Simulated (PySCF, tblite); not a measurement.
# C₆H₅NO₂Si: geometry, infrared bands and NMR shifts

What infrared bands and NMR shifts should C₆H₅NO₂Si (`O=CC#CC#C[SiH2]NC=O`) show?

Programs: tblite 0.8.0 and PySCF 2.14.0, with density-fitted response routines of our own. Each step states its level of theory. These are calculated values for one molecule in the gas phase, unless marked as measured. Atoms are numbered from 0 throughout.

## 1. The starting structure

15 atoms, charge 0, multiplicity 1; geometry from: force field or distance geometry start.

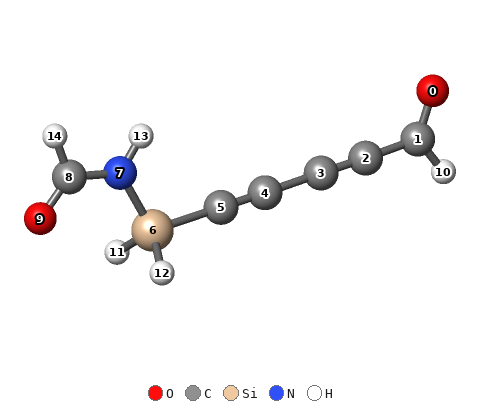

The starting geometry (oxygen red, carbon grey, silicon light orange, nitrogen blue, hydrogen white), atoms numbered.

## 2. Geometry optimisation with GFN2-xTB

Job settings and geometry (Å):

```
{"job": {"kind": "relax", "xc": "GFN2-xTB", "basis": "xTB"}, "charge": 0, "multiplicity": 1}
O     -0.330700    -5.864500     0.140100
C      0.378200    -5.197500     0.864200
C      0.404300    -3.769000     0.803400
C      0.404300    -2.559400     0.729700
C      0.413700    -1.031600     0.663300
C      0.413900     0.167400     0.585300
Si     0.416700     2.034600     0.468400
N     -0.706700     2.503800    -0.759600
C     -0.920500     3.806300    -1.069400
O     -0.399900     4.785600    -0.558400
H      1.053700    -5.651000     1.620000
H     -0.023100     2.600200     1.768000
H      1.762900     2.503800     0.105600
H     -1.195300     1.754700    -1.242200
H     -1.675800     3.924600    -1.874200
```

On the command line:

```sh
$ OMP_NUM_THREADS=1 python probes_run.py task.json out
```

One launch serves the whole session: the jobs run in the order shown.

What it wrote:

```text
step      E/eV     max force
  0    -762.69269    5.312
  1    -762.83088    5.694
  2    -763.13155    1.325
  3    -763.18543    0.751
  4    -763.21345    1.797
  5    -763.24405    0.762
  6    -763.25962    0.532
  7    -763.27678    0.587
  8    -763.29641    0.553
  9    -763.31740    0.277
 10    -763.32468    0.298
 11    -763.33173    0.315
 12    -763.33899    0.424
 13    -763.34689    0.217
 14    -763.35141    0.194
 15    -763.35507    0.183
 16    -763.35782    0.149
 17    -763.35940    0.104
 18    -763.36064    0.091
 19    -763.36202    0.115
 20    -763.36353    0.126
 21    -763.36496    0.109
 22    -763.36630    0.104
 23    -763.36783    0.116
 24    -763.36968    0.149
 25    -763.37142    0.127
 26    -763.37256    0.089
 27    -763.37325    0.074
 28    -763.37381    0.070
 29    -763.37431    0.064
 30    -763.37457    0.041
 31    -763.37467    0.026
 32    -763.37473    0.025
 33    -763.37483    0.035
 34    -763.37496    0.045
 35    -763.37511    0.037
 36    -763.37522    0.038
 37    -763.37529    0.028
 38    -763.37534    0.015
 39    -763.37537    0.014
 40    -763.37539    0.010
 41    -763.37540    0.009
```

It took 0.34 s on 1 thread of Arm Neoverse V1, shared host; peak memory 0.18 GiB.

Along the way: (not every step is listed)

| step | energy from step 0 (eV) | largest force (eV/Å) |
| --- | --- | --- |
| 0 | 0.0000 | 5.3124 |
| 1 | -0.1382 | 5.6943 |
| 2 | -0.4389 | 1.3250 |
| 3 | -0.4927 | 0.7506 |
| 4 | -0.5208 | 1.7967 |
| 5 | -0.5514 | 0.7624 |
| 6 | -0.5669 | 0.5315 |
| 7 | -0.5841 | 0.5874 |
| 8 | -0.6037 | 0.5528 |
| 10 | -0.6320 | 0.2980 |
| 12 | -0.6463 | 0.4237 |
| 14 | -0.6587 | 0.1942 |
| 16 | -0.6651 | 0.1490 |
| 18 | -0.6680 | 0.0914 |
| 20 | -0.6708 | 0.1262 |
| 22 | -0.6736 | 0.1043 |
| 24 | -0.6770 | 0.1492 |
| 26 | -0.6799 | 0.0892 |
| 28 | -0.6811 | 0.0702 |
| 30 | -0.6819 | 0.0408 |
| 32 | -0.6820 | 0.0255 |
| 34 | -0.6823 | 0.0446 |
| 36 | -0.6825 | 0.0376 |
| 37 | -0.6826 | 0.0284 |
| 38 | -0.6827 | 0.0149 |
| 39 | -0.6827 | 0.0137 |
| 40 | -0.6827 | 0.0099 |
| 41 | -0.6827 | 0.0092 |

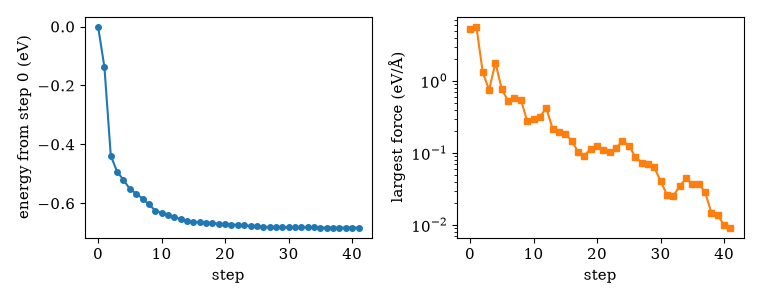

Energy and largest force along the relaxation.

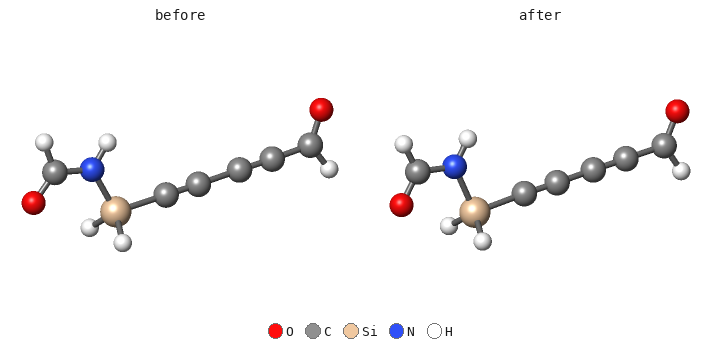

Before and after, at one scale.

Distances of close pairs at the start and the end, largest changes first:

| bond | before (Å) | after (Å) | change (Å) |
| --- | --- | --- | --- |
| C3–C4 | 1.529 | 1.352 | -0.177 |
| Si6–N7 | 1.729 | 1.766 | +0.036 |
| Si6–H11 | 1.484 | 1.458 | -0.026 |
| N7–C8 | 1.356 | 1.338 | -0.018 |
| C5–Si6 | 1.871 | 1.854 | -0.017 |
| C4–C5 | 1.202 | 1.215 | +0.014 |
| Si6–H12 | 1.471 | 1.458 | -0.013 |
| C8–O9 | 1.221 | 1.209 | -0.012 |

The next job starts from the end point, and lists it.

## 3. Vibrational analysis with GFN2-xTB

Job settings and geometry (Å):

```
{"job": {"kind": "ir", "xc": "GFN2-xTB", "basis": "xTB"}, "charge": 0, "multiplicity": 1}
O     -0.307003    -5.764242     0.158775
C      0.361199    -5.026291     0.835312
C      0.368436    -3.608320     0.758805
C      0.374717    -2.394841     0.693337
C      0.391309    -1.044441     0.630959
C      0.390398     0.168422     0.558308
Si     0.437309     2.020499     0.500275
N     -0.735097     2.346743    -0.779027
C     -0.895266     3.652109    -1.026653
O     -0.273108     4.481507    -0.405335
H      1.058416    -5.409614     1.609631
H     -0.059904     2.555404     1.762156
H      1.759995     2.456266     0.068666
H     -1.258068     1.663857    -1.302689
H     -1.617748     3.910930    -1.818297
```

What it wrote:

```text
mode    cm-1     km/mol
  1      11.5     19.68
  2      33.7      4.94
  3      44.7      2.01
  4      87.6      6.02
  5      90.5      8.74
  6     109.3     25.81
  7     167.5      4.92
  8     185.2      0.09
  9     268.0      2.78
 10     268.3      8.46
 11     277.3     26.88
 12     406.5     19.94
 13     415.7      3.81
 14     431.3      0.04
 15     505.9    211.26
 16     534.0     12.88
 17     609.1      0.01
 18     612.7      9.33
 19     637.4     49.69
 20     722.5    363.94
 21     742.8    177.17
 22     804.6     53.62
 23     848.4    269.03
 24     891.8      1.24
 25     938.4      6.49
 26    1140.0      0.24
 27    1241.1      1.44
 28    1331.3    195.01
 29    1354.5     62.94
 30    1369.9    325.95
 31    1725.0   1050.38
 32    1730.2     82.94
 33    2224.9    139.68
 34    2268.1     74.47
 35    2297.0    227.28
 36    2297.1    237.88
 37    2733.7    122.10
 38    2812.8    180.58
 39    3468.8      4.09
```

Run time: 0.63 s. Hardware: 1 thread of Arm Neoverse V1, shared host; peak memory 0.18 GiB.

The strongest bands and the atoms that carry them (share of the mass-weighted mode):

| cm⁻¹ | km/mol | atoms |
| --- | --- | --- |
| 506 | 211.3 | H11 31 %, H12 31 %, Si6 15 % |
| 722 | 363.9 | H11 29 %, H12 29 %, Si6 27 % |
| 848 | 269.0 | C1 40 %, C4 19 %, C5 17 % |
| 1331 | 195.0 | H14 50 %, N7 29 %, H13 14 % |
| 1370 | 325.9 | H14 33 %, C8 31 %, N7 21 % |
| 1725 | 1050.4 | C8 47 %, O9 27 %, C1 14 % |
| 2297 | 227.3 | H11 97 % |
| 2297 | 237.9 | H12 97 % |

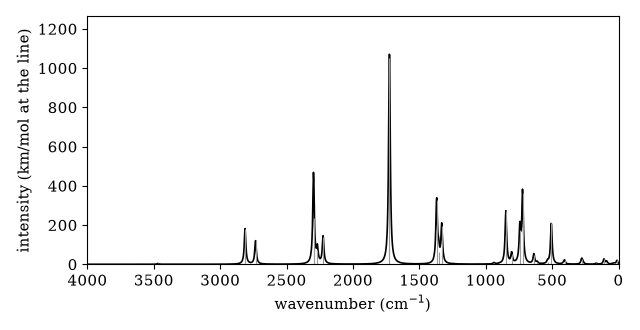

The infrared spectrum from these modes, unscaled. Lines are broadened to a width of 14 cm⁻¹ (Lorentzian).

## 4. Shielding tensors: PBE0/pcSseg-1

The job, as its differences from that of step 3:

```diff
@@ -1,2 +1,2 @@
-{"job": {"kind": "ir", "xc": "GFN2-xTB", "basis": "xTB"}, "charge": 0, "multiplicity": 1}
+{"job": {"kind": "nmr", "xc": "PBE0", "basis": "pcSseg-1"}, "charge": 0, "multiplicity": 1}
 O     -0.307003    -5.764242     0.158775
```

Level: GIAO PBE0/pcSseg-1 NMR shielding, non-relativistic, gas phase.

What it wrote:

```text
coarse grid: 14480 points
cycle   1  E = -725.2426000214  dE =  1.880e+00  |g| = 1.097e+00  |ddm| = 4.275e+00
cycle   2  E = -724.3003375314  dE =  9.423e-01  |g| = 2.402e+00  |ddm| = 5.400e+00
cycle   3  E = -725.4709840935  dE = -1.171e+00  |g| = 2.331e-01  |ddm| = 4.413e+00
cycle   4  E = -725.4803611931  dE = -9.377e-03  |g| = 1.293e-01  |ddm| = 3.158e-01
cycle   5  E = -725.4833882680  dE = -3.027e-03  |g| = 5.071e-02  |ddm| = 1.135e-01
cycle   6  E = -725.4839310240  dE = -5.428e-04  |g| = 1.903e-02  |ddm| = 6.264e-02
cycle   7  E = -725.4840166752  dE = -8.565e-05  |g| = 5.253e-03  |ddm| = 1.866e-02
cycle   8  E = -725.4840223320  dE = -5.657e-06  |g| = 2.272e-03  |ddm| = 6.643e-03
final grid: 139448 points
cycle   9  E = -725.5627665738  dE =  1.273e-05  |g| = 1.677e-02  |ddm| = 9.761e-02
cycle  10  E = -725.5625674934  dE =  1.991e-04  |g| = 3.564e-02  |ddm| = 4.922e-02
cycle  11  E = -725.5628207268  dE = -2.532e-04  |g| = 1.722e-03  |ddm| = 3.486e-02
cycle  12  E = -725.5628213221  dE = -5.953e-07  |g| = 8.482e-04  |ddm| = 2.371e-03
cycle  13  E = -725.5628215013  dE = -1.793e-07  |g| = 1.934e-04  |ddm| = 9.541e-04
cycle  14  E = -725.5628215112  dE = -9.891e-09  |g| = 4.501e-05  |ddm| = 2.342e-04
cycle  15  E = -725.5628215116  dE = -3.731e-10  |g| = 1.924e-05  |ddm| = 5.812e-05
converged SCF energy = -725.5628215116

GIAO shielding tensors (ppm)
atom      isotropic    diamagn.    paramagn.     s11        s22        s33       span
  0 O     -435.605     397.963    -833.568  -1183.271   -534.481    410.937   1594.207
  1 C        6.134     250.630    -244.497    -87.959      3.679    102.681    190.640
  2 C      110.834     265.105    -154.271     12.916     27.544    292.042    279.126
  3 C       98.698     248.888    -150.190     42.429     45.543    208.122    165.693
  4 C       89.760     251.768    -162.008     -1.071      3.283    267.068    268.139
  5 C       83.016     267.864    -184.848     -7.239      6.104    250.183    257.422
  6 Si     418.441     882.518    -464.077    381.872    429.682    443.768     61.896
  7 N      141.390     327.556    -186.166     38.346    145.836    239.989    201.643
  8 C       17.454     242.059    -224.606    -69.730     22.333     99.757    169.487
  9 O     -111.219     401.803    -513.023   -387.754   -233.579    287.674    675.428
 10 H       22.141      25.144      -3.004     19.398     20.845     26.180      6.782
 11 H       26.503      29.980      -3.477     22.887     25.127     31.496      8.609
 12 H       26.505      30.178      -3.673     22.889     25.124     31.500      8.611
 13 H       27.074      35.584      -8.510     22.464     26.961     31.798      9.333
 14 H       23.267      23.253       0.014     19.824     22.640     27.337      7.513
```

It took 41 s on 1 thread of Arm Neoverse V1, shared host; peak memory 0.9 GiB.

Shifts follow as δ = σ(reference) − σ, with reference shieldings (ppm) from runs at the same level and on the same kind of geometry: ¹H TMS 31.72, ¹³C TMS 186.9, ²⁹Si TMS 349.2, ¹⁵N NH3 267.7, ¹⁷O H2O 336.1. The references are single molecules in the gas phase, so shifts against H2O, NH3, PH3, H3PO4 or CFCl3 are not on the usual liquid scales and can be off by tens of ppm. Atoms listed in one row are averaged.

| atoms | environment | σ (ppm) | δ (ppm) | δ scaled to CDCl3 |
| --- | --- | --- | --- | --- |
| C1 | aldehyde carbonyl carbon | 6.1 | 180.8 | 174.5 |
| C8 | amide carbonyl carbon | 17.5 | 169.5 | 163.5 |
| C5 | alkyne carbon | 83.0 | 103.9 | 99.5 |
| C4 | alkyne carbon | 89.8 | 97.2 | 92.9 |
| C3 | alkyne carbon | 98.7 | 88.2 | 84.2 |
| C2 | alkyne carbon | 110.8 | 76.1 | 72.4 |
| H10 | hydrogen on an aldehyde carbonyl carbon | 22.14 | 9.58 | 9.13 |
| H14 | hydrogen on an amide carbonyl carbon | 23.27 | 8.45 | 8.07 |
| H11, H12 | hydrogen on a silicon bonded to C, N | 26.50 | 5.21 | – |
| H13 | hydrogen on an amide-type nitrogen | 27.07 | 4.64 | – |
| O0 | aldehyde oxygen | -435.6 | 771.7 | – |
| O9 | amide-type carbonyl oxygen | -111.2 | 447.3 | – |
| Si6 | silicon bonded to C, N, 2 H | 418.4 | -69.3 | – |
| N7 | amide-type nitrogen | 141.4 | 126.3 | – |

The scaled column applies a straight-line fit of computed shieldings to shifts measured in CDCl3 (root-mean-square error 0.16 ppm for H, 1.9 ppm for C).

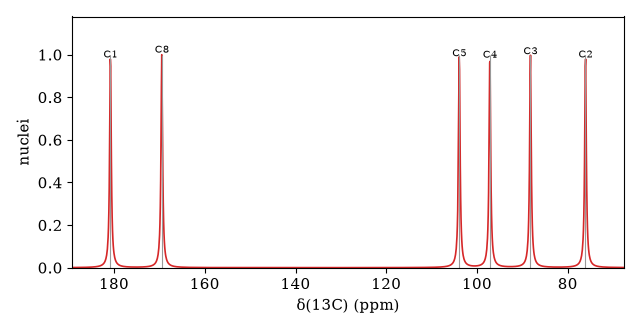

¹³C lines at the computed shifts, without couplings. Lines are broadened to a width of 0.42 ppm (Lorentzian).

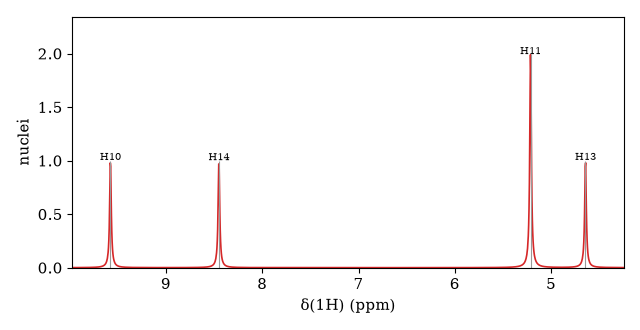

¹H lines at the computed shifts, without couplings. Lines are broadened to a width of 0.02 ppm (Lorentzian).

Charges from the same density, by scheme (e):

| atoms | Mulliken | IAO | Hirshfeld | ESP fit |
| --- | --- | --- | --- | --- |
| O0 | -0.32 | -0.36 | -0.21 | -0.41 |
| C1 | 0.20 | 0.24 | 0.13 | 0.47 |
| C2 | -0.24 | -0.05 | -0.02 | -0.05 |
| C3 | 0.13 | 0.01 | 0.00 | -0.16 |
| C4 | 0.22 | -0.02 | -0.02 | 0.24 |
| C5 | -0.43 | -0.30 | -0.12 | -0.40 |
| Si6 | 0.80 | 0.92 | 0.40 | 0.62 |
| N7 | -0.61 | -0.61 | -0.20 | -0.56 |
| C8 | 0.42 | 0.32 | 0.14 | 0.46 |
| O9 | -0.44 | -0.47 | -0.26 | -0.50 |

ESP fit charges:

O0 -0.41; C1 0.47; C2 -0.05; C3 -0.16; C4 0.24; C5 -0.40; Si6 0.62; N7 -0.56; C8 0.46; O9 -0.50; H10 0.01; H11 -0.05; H12 -0.05; H13 0.33; H14 0.05

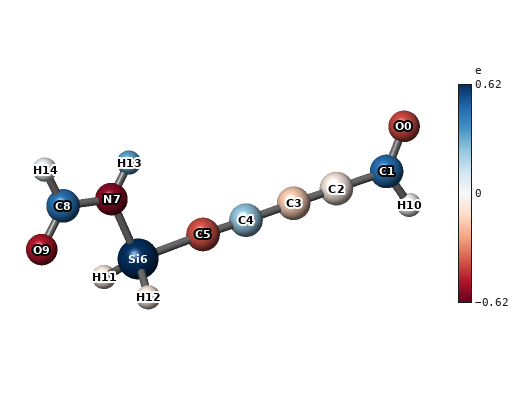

ESP fit charges, as colours on the atoms.

Mayer bond orders: O0–C1 1.96, C1–C2 1.13, C2–C3 1.88, C3–C4 0.93, C4–C5 2.18, C5–Si6 0.92, Si6–N7 0.84, N7–C8 1.20, C8–O9 1.83.

## 5. Results

```
                                                              quantity                                      value
                             strongest single infrared mode (GFN2-xTB)                     1725 cm⁻¹, 1050 km/mol
                                          zero-point energy (GFN2-xTB)                              55.2 kcal/mol
                                ¹³C shifts against TMS (PBE0/pcSseg-1)  180.8, 169.5, 103.9, 97.2, 88.2, 76.1 ppm
¹H shifts against TMS (PBE0/pcSseg-1, means over atoms taken as alike)                 9.58, 8.45, 5.21, 4.64 ppm
                                ¹⁷O shifts against H2O (PBE0/pcSseg-1)                           771.7, 447.3 ppm
                               ²⁹Si shifts against TMS (PBE0/pcSseg-1)                                  -69.3 ppm
                                ¹⁵N shifts against NH3 (PBE0/pcSseg-1)                                  126.3 ppm
```

What this shows: The optimisation took 41 steps and gained 0.683 eV; among the close pairs (by a distance rule), C3–C4 changed most, from 1.529 to 1.352 Å. No mode is imaginary among the 39: a minimum at this level. The strongest single mode, at 1725 cm⁻¹, moves mainly C8 and O9. GFN2-xTB is a fitted tight-binding method: band positions and strengths are rough. Its intensities can rank the bands wrongly. The most deshielded carbon is C1 (aldehyde carbonyl carbon), at 180.8 ppm: low-lying n→π* states of the double bond to the heteroatom give a large paramagnetic term (-244 ppm). The most deshielded hydrogen is H10 (hydrogen on an aldehyde carbonyl carbon), at 9.58 ppm: the C=O anisotropy and electron withdrawal place aldehyde protons far downfield. At PBE0/pcSseg-1: The largest span, 1594 ppm, is at O0, where the paramagnetic term is -834 ppm.
